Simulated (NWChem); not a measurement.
# the pair NaNH2···SiH4: a chain of runs

We compute a single-point energy (singlet NaSiNH6, SVWN5/def2-TZVP), then the energy (singlet NaNH2, SVWN5/def2-TZVP), then a single-point energy (singlet SiH4, SVWN5/def2-TZVP), then a single-point energy (singlet NaNH2, SVWN5/def2-TZVP), then a single-point energy (singlet SiH4, SVWN5/def2-TZVP) of H6NNaSi and its partners. 

The results are computed with NWChem 7.3.0.

## (1) The structure to begin with

NaSiNH6: 9 atoms, total charge 0, spin state singlet. The two molecules were placed rigidly side by side, at 0.9 times their contact distance; the pair isn't optimised.

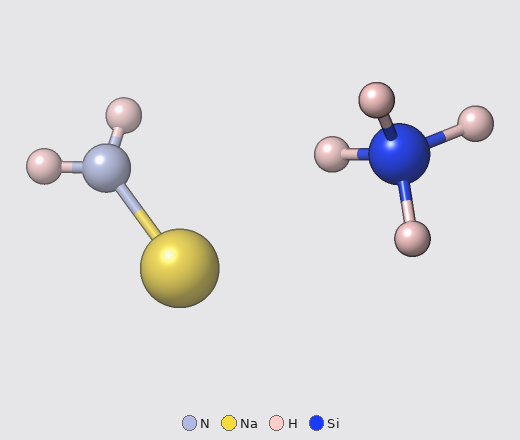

Viewed from a chosen angle; nitrogen light blue, sodium yellow, hydrogen pink, silicon blue.

## (2) The energy at SVWN5/def2-TZVP (run 1)

work.nw reads:

```
start work
title "H6NNaSi SVWN5"
memory 2200 mb

geometry units au noautosym nocenter noautoz
  N  -0.38263175  0.12732975 -0.11546227
  Na  3.06498460 -0.34907021  1.69697406
  H  -1.96225381 -0.93375147  0.11640713
  H  -0.72013683  1.15552973 -1.69791892
  Si  6.14975462  7.14826701  1.46863845
  H   4.77688749  5.11386345  0.10952853
  H   4.30058202  8.87489087  2.68112453
  H   7.72346185  8.59160203 -0.35082766
  H   7.79725565  6.01231484  3.43497407
end

basis spherical bse
  * library def2-TZVP
end

dft
  xc slater vwn_5
  grid fine
  convergence energy 1e-08
  maxiter 100
  mulliken
  print low
end

task dft energy
```

Run with:

```sh
nwchem work.nw > work.out
```

What it wrote, shortened:

```text
[...]
 d= 0,ls=0.0,diis     1   -507.4963431676 -6.01D+02  4.32D-02  1.86D+00     2.2
[...]
 d= 0,ls=0.5,diis    70   -507.6231124765 -8.65D-09  7.01D-07  4.44D-08   109.9
         Total DFT energy =     -507.623112483862
      One electron energy =     -894.116643206440
           Coulomb energy =      334.843545845437
    Exchange-Corr. energy =      -41.886058453935
 Nuclear repulsion energy =       93.536043331076
[...]
      Total Density - Mulliken Population Analysis
     ---------------------------------------------
    Atom       Charge   Shell Charges
 -----------   ------   -------------------------------------------------------
    1 N    7     8.06   0.81  1.16  0.56  0.75  0.41  1.55  1.50  1.31  0.00  0.01  0.00
    2 Na  11    10.35   2.00  0.65  1.34  0.17 -0.01  5.05  0.92  0.09  0.10  0.00  0.01  0.03
    3 H    1     0.80   0.26  0.40  0.09  0.04
    4 H    1     0.80   0.26  0.40  0.09  0.04
    5 Si  14    14.01   2.01  0.56  1.40  0.96  0.45  4.13  1.67  0.67  1.52  0.49  0.09  0.06  0.01
    6 H    1     0.99   0.23  0.52  0.23  0.01
    7 H    1     0.98   0.23  0.52  0.22  0.01
    8 H    1     0.99   0.23  0.52  0.23  0.01
    9 H    1     1.01   0.23  0.52  0.25  0.01
[...]
```

Run time: 1.9 min. Hardware: 1 thread of Intel Xeon 6975P-C (Granite Rapids), shared host; peak memory 0.12 GiB.

## (3) NaNH2: the energy at SVWN5/def2-TZVP (run 2)

a.nw reads:

```
start a
memory total 2200 mb
charge 0
geometry units bohr noautosym nocenter noautoz
  N     -0.38263175     0.12732975    -0.11546227
  Na     3.06498460    -0.34907021     1.69697406
  H     -1.96225381    -0.93375147     0.11640713
  H     -0.72013683     1.15552973    -1.69791892
end
basis spherical bse
  * library def2-TZVP
end
dft
  xc slater vwn_5
  grid fine
  convergence energy 1e-08
  maxiter 100
  mulliken
  noprint "final vectors analysis"
end
task dft energy
```

Run with:

```sh
nwchem a.nw > a.out
```

What it wrote, shortened:

```text
[...]
          Wavefunction type:  closed shell.
          No. of atoms     :     4
          No. of electrons :    20
[...]
          Charge           :     0
          Spin multiplicity:     1
[...]
          AO basis - number of functions:    75
[...]
              XC Information
              --------------
                        Slater Exchange Functional  1.000 local
                      VWN V Correlation Functional  1.000 local
[...]
 d= 0,ls=0.0,diis     1   -216.8403827177 -2.48D+02  3.95D-02  1.28D+00     0.6
[...]
 d= 0,ls=0.0,diis    11   -216.9470795203 -9.57D-10  3.23D-07  1.05D-09     3.9
         Total DFT energy =     -216.947079520309
      One electron energy =     -366.868116176329
           Coulomb energy =      139.294233686000
    Exchange-Corr. energy =      -20.777638873536
 Nuclear repulsion energy =       31.404441843555
[...]
      Total Density - Mulliken Population Analysis
     ---------------------------------------------
    Atom       Charge   Shell Charges
 -----------   ------   -------------------------------------------------------
    1 N    7     8.07   0.81  1.16  0.56  0.75  0.41  1.55  1.50  1.32  0.00  0.01  0.00
    2 Na  11    10.33   2.00  0.65  1.34  0.16 -0.01  5.05  0.92  0.08  0.09  0.00  0.01  0.03
    3 H    1     0.80   0.26  0.40  0.09  0.04
    4 H    1     0.80   0.26  0.40  0.09  0.04
[...]
```

It took 4.5 s on 1 thread of Intel Xeon 6975P-C (Granite Rapids), shared host; peak memory 0.11 GiB.

## (4) SiH4: the energy at SVWN5/def2-TZVP (run 3)

input.nw reads:

```
START input
TITLE "H4Si"
memory 2200 mb

GEOMETRY units atomic noautosym nocenter noautoz
 Si     6.14975462     7.14826701     1.46863845
 H      4.77688749     5.11386345     0.10952853
 H      4.30058202     8.87489087     2.68112453
 H      7.72346185     8.59160203    -0.35082766
 H      7.79725565     6.01231484     3.43497407
END

BASIS spherical bse
 Si library def2-TZVP
 H library def2-TZVP
END

DFT
 xc slater vwn_5
 grid fine
 convergence energy 1e-08
 iterations 100
 mulliken
 print low
END

TASK dft energy
```

Run with:

```sh
nwchem input.nw > input.out
```

What it wrote, shortened:

```text
[...]
 d= 0,ls=0.0,diis     1   -290.6571205365 -3.12D+02  4.55D-03  5.73D-01     0.4
[...]
 d= 0,ls=0.0,diis     6   -290.6740289800 -9.80D-09  4.51D-07  9.90D-10     1.6
         Total DFT energy =     -290.674028980012
      One electron energy =     -445.723561404151
           Coulomb energy =      154.888623972790
    Exchange-Corr. energy =      -21.109684732814
 Nuclear repulsion energy =       21.270593184164
[...]
      Total Density - Mulliken Population Analysis
     ---------------------------------------------
    Atom       Charge   Shell Charges
 -----------   ------   -------------------------------------------------------
    1 Si  14    14.00   2.01  0.56  1.40  0.96  0.45  4.13  1.67  0.67  1.51  0.50  0.09  0.06  0.01
    2 H    1     1.00   0.23  0.52  0.24  0.01
    3 H    1     1.00   0.23  0.52  0.24  0.01
    4 H    1     1.00   0.23  0.52  0.24  0.01
    5 H    1     1.00   0.23  0.52  0.24  0.01
[...]
```

Run time: 2.2 s. Hardware: 1 thread of Intel Xeon 6975P-C (Granite Rapids), shared host; peak memory 0.11 GiB.

## (5) NaNH2 among ghost functions: a single-point energy at SVWN5/def2-TZVP (with ghost functions) (run 4)

nw.nw reads:

```
start nw
title "H2NNa energy"
memory stack 880 mb heap 220 mb global 1100 mb

geometry noautosym nocenter noautoz
  N    -0.202480    0.067380   -0.061100
  Na    1.621920   -0.184720    0.898000
  H    -1.038380   -0.494120    0.061600
  H    -0.381080    0.611480   -0.898500
  bqSi     3.254310     3.782700     0.777170
  bqH      2.527820     2.706140     0.057960
  bqH      2.275770     4.696390     1.418790
  bqH      4.087080     4.546480    -0.185650
  bqH      4.126130     3.181580     1.817710
end

basis spherical bse
  N library def2-TZVP
  Na library def2-TZVP
  H library def2-TZVP
  bqSi library Si def2-TZVP
  bqH library H def2-TZVP
end

dft
  xc slater vwn_5
  grid fine
  convergence energy 1e-08
  maxiter 100
  mulliken
  print low
end

task dft energy
```

Run with:

```sh
nwchem nw.nw > nw.out
```

What it wrote, shortened:

```text
[...]
 d= 0,ls=0.0,diis     1   -216.8404649886 -2.48D+02  2.21D-02  1.28D+00     1.8
[...]
 d= 0,ls=0.0,diis    11   -216.9472574056 -9.44D-10  1.77D-07  1.02D-09    16.2
         Total DFT energy =     -216.947257405621
      One electron energy =     -366.865829440429
           Coulomb energy =      139.291440697619
    Exchange-Corr. energy =      -20.777312787362
 Nuclear repulsion energy =       31.404444124551
[...]
      Total Density - Mulliken Population Analysis
     ---------------------------------------------
    Atom       Charge   Shell Charges
 -----------   ------   -------------------------------------------------------
    1 N    7     8.07   0.81  1.16  0.56  0.75  0.41  1.55  1.50  1.32  0.00  0.01  0.00
    2 Na  11    10.34   2.00  0.65  1.34  0.17 -0.01  5.05  0.92  0.08  0.10  0.00  0.01  0.03
    3 H    1     0.80   0.26  0.40  0.09  0.04
    4 H    1     0.80   0.26  0.40  0.09  0.04
    5 X    0    -0.00   0.00  0.00 -0.00  0.00 -0.00 -0.00  0.00 -0.00  0.00 -0.00  0.00 -0.00 -0.00
    6 X    0    -0.00  -0.00  0.00 -0.00 -0.00
    7 X    0    -0.00  -0.00  0.00 -0.00 -0.00
    8 X    0    -0.00  -0.00  0.00 -0.00  0.00
    9 X    0     0.00  -0.00  0.00  0.00  0.00
[...]
```

It took 17 s on 1 thread of Intel Xeon 6975P-C (Granite Rapids), shared host; peak memory 0.12 GiB.

## (6) SiH4 among ghost functions: the energy at SVWN5/def2-TZVP (with ghost functions) (run 5)

struct.nw reads:

```
start struct
title "H4Si"
memory 2200 mb

geometry units angstroms noautosym nocenter noautoz
Si       3.254310       3.782700       0.777170
H        2.527820       2.706140       0.057960
H        2.275770       4.696390       1.418790
H        4.087080       4.546480      -0.185650
H        4.126130       3.181580       1.817710
bqN     -0.202480     0.067380    -0.061100
bqNa     1.621920    -0.184720     0.898000
bqH     -1.038380    -0.494120     0.061600
bqH     -0.381080     0.611480    -0.898500
end

basis "ao basis" spherical bse
Si library def2-TZVP
H library def2-TZVP
bqN library N def2-TZVP
bqNa library Na def2-TZVP
bqH library H def2-TZVP
end

dft
xc slater vwn_5
grid fine
convergence energy 1e-08
iterations 100
mulliken
noprint "final vectors analysis"
end

task dft
```

Run with:

```sh
nwchem struct.nw > struct.out
```

What it wrote, shortened:

```text
[...]
          Wavefunction type:  closed shell.
          No. of atoms     :     9
          No. of electrons :    18
[...]
          Charge           :     0
          Spin multiplicity:     1
[...]
          AO basis - number of functions:   136
[...]
              XC Information
              --------------
                        Slater Exchange Functional  1.000 local
                      VWN V Correlation Functional  1.000 local
[...]
 d= 0,ls=0.0,diis     1   -290.6571388692 -3.12D+02  2.05D-03  5.73D-01     2.0
[...]
 d= 0,ls=0.0,diis     6   -290.6740556395 -9.87D-09  2.04D-07  9.94D-10     8.8
         Total DFT energy =     -290.674055639468
      One electron energy =     -445.723291098069
           Coulomb energy =      154.888283168143
    Exchange-Corr. energy =      -21.109642427866
 Nuclear repulsion energy =       21.270594718324
[...]
      Total Density - Mulliken Population Analysis
     ---------------------------------------------
    Atom       Charge   Shell Charges
 -----------   ------   -------------------------------------------------------
    1 Si  14    14.00   2.01  0.56  1.40  0.96  0.45  4.13  1.67  0.67  1.51  0.50  0.09  0.06  0.01
    2 H    1     1.00   0.23  0.52  0.24  0.01
    3 H    1     1.00   0.23  0.52  0.24  0.01
    4 H    1     1.00   0.23  0.52  0.24  0.01
    5 H    1     1.00   0.23  0.52  0.24  0.01
    6 X    0     0.00   0.00 -0.00  0.00 -0.00  0.00 -0.00  0.00  0.00  0.00 -0.00  0.00
    7 X    0    -0.00  -0.00 -0.00  0.00 -0.00 -0.00  0.00 -0.00 -0.00 -0.00 -0.00 -0.00 -0.00
    8 X    0    -0.00   0.00  0.00 -0.00  0.00
    9 X    0     0.00   0.00  0.00  0.00  0.00
[...]
```

Run time: 9.6 s. Hardware: 1 thread of Intel Xeon 6975P-C (Granite Rapids), shared host; peak memory 0.12 GiB.

## (7) What came out

| quantity | value |
| --- | --- |
| run 1, SVWN5/def2-TZVP: total energy | -507.62311 Eh |
| NaNH2: total energy | -216.94708 Eh |
| NaNH2: dipole moment | 5.67 D |
| SiH4: total energy | -290.67403 Eh |
| NaNH2 among ghost functions: total energy | -216.94726 Eh |
| SiH4 among ghost functions: total energy | -290.67406 Eh |
| SiH4 among ghost functions: dipole moment | 0.00 D |
| interaction energy of the rigid parts NaNH2 and SiH4 (parts in their own basis; closest atoms 3.14 Å apart) | -0.055 eV |
| interaction energy of the rigid parts NaNH2 and SiH4 (parts in the whole basis, counterpoise; closest atoms 3.14 Å apart) | -0.049 eV |

In words: The interaction energy of the rigid parts NaNH2 and SiH4 (parts in their own basis; closest atoms 3.14 Å apart) is −0.05 eV (−1.3 kcal/mol): the parts attract. Without counterpoise this holds the superposition error of the basis. The interaction energy of the rigid parts NaNH2 and SiH4 (parts in the whole basis, counterpoise; closest atoms 3.14 Å apart) is −0.05 eV (−1.1 kcal/mol): the parts attract. The basis-set superposition error is 0.5 kJ/mol. Mulliken charges (run 1, SVWN5/def2-TZVP) run from -1.06 on N1 to +0.65 on Na2.
